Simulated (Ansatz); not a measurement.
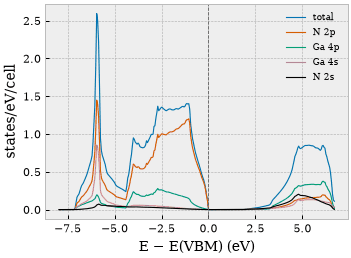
Figure: Total and projected density of states of GaN (zinc blende, F-43m), PBEsol (plane waves, PAW; program Ansatz)

Which orbitals carry the states next to the gap?

Top 1 eV of the valence band: N 2p 89 %, Ga 4p 7 %. Bottom 1 eV of the conduction band: N 2s 38 %, Ga 4s 34 %, N 2p 18 %, Ga 4p 8 %. Projections are on Löwdin-orthogonalised atomic valence shells; empty p or d shells of many metals are not among them.

Where is the tallest occupied peak in this window, and what makes it?

Near -5.9 eV, about 2.6 states/eV per cell; the largest projected share is N 2p.

The PBEsol relaxation kept the symmetry of its start. Scalar-relativistic: spin–orbit coupling is off unless named, which matters more the heavier the elements.

Potentials: the earlier of the program's two PAW sets. The files were generated under PBE; for other functionals the program regenerates the frozen cores, and for LDA and PBEsol the local potential too.
